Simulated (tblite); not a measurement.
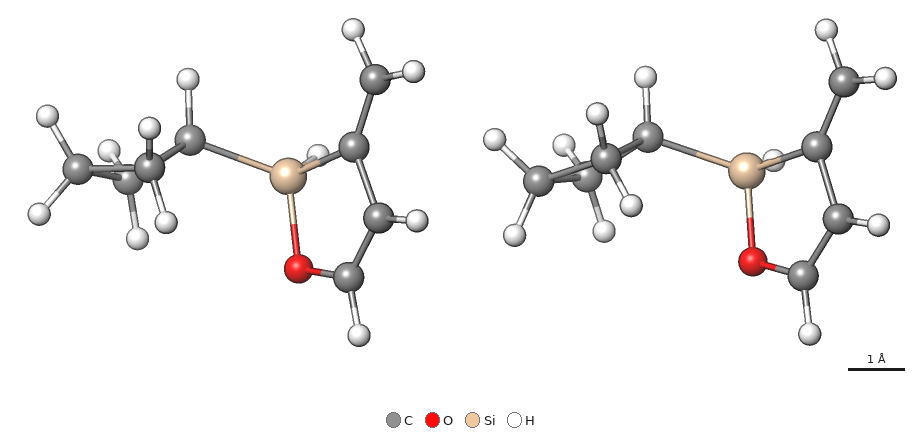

Two geometries of C8H12OSi, drawn at one scale. One is the start of a relaxation, the other its converged end. A ball-and-stick model, seen at a tilt.

These are results of tblite 0.8.0, GFN2-xTB geometry optimisation, gas phase, not measurements. 

Question: Which of the two is the end point?

Answer: The right one is the relaxed one. Over 80 geometry steps the energy falls by 5.47 kcal/mol. The largest move after the best rigid fit is that of an H atom, 0.48 Å. By element the largest moves are H 0.48 Å, C 0.22 Å, O 0.18 Å, Si 0.10 Å. Among the contacts that change: O–Si 1.697 → 1.667 Å, C–O 1.381 → 1.357 Å, C–Si 1.872 → 1.893 Å, H–Si 1.485 → 1.464 Å. Bond angles that change, for instance: C–Si–C 112.6° → 117.4°, O–Si–H 111.0° → 106.8°, C–Si–H 110.4° → 114.5°.
